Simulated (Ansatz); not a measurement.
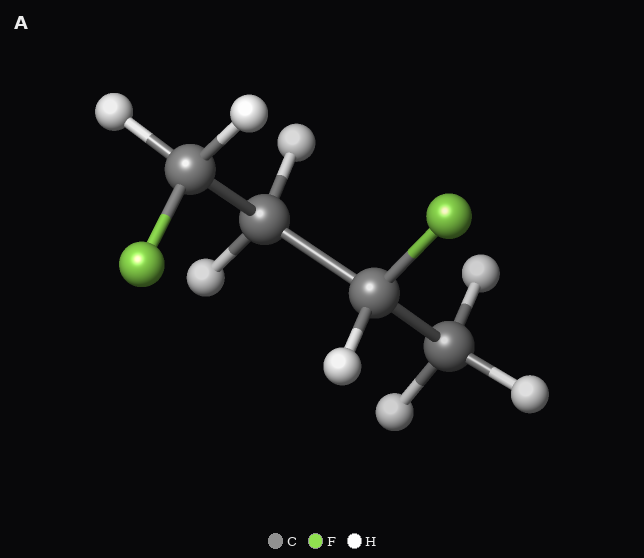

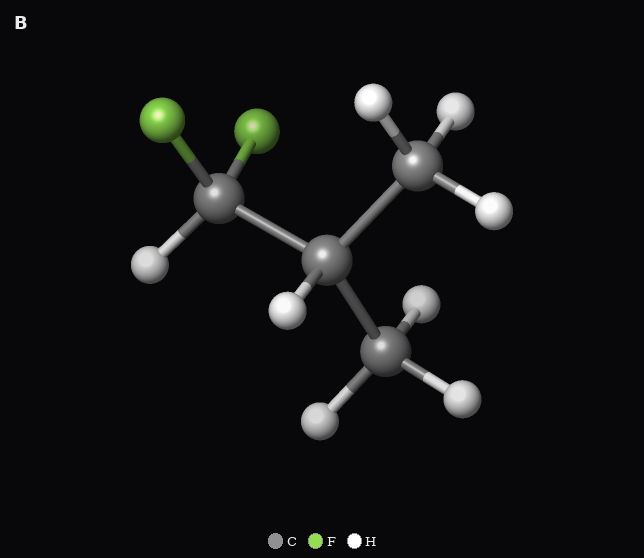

2 stationary structures of one formula. Geometries: PBE-D4/def2-SVP. Electronic energies: PBE-D4/def2-SVP (Ansatz 0.2.0), without zero-point energy. No frequency run is at hand to confirm each as a minimum. Each is one conformer, not always the lowest.

Are they conformers, stereoisomers or constitutional isomers?

Answer. They are constitutional isomers of C4H8F2: A `C[C@@H](F)CCF`, B `CC(C)C(F)F`.

Which is lowest in energy, and by how much?

Answer. B is lowest; A lies 8.9 kcal/mol above it.
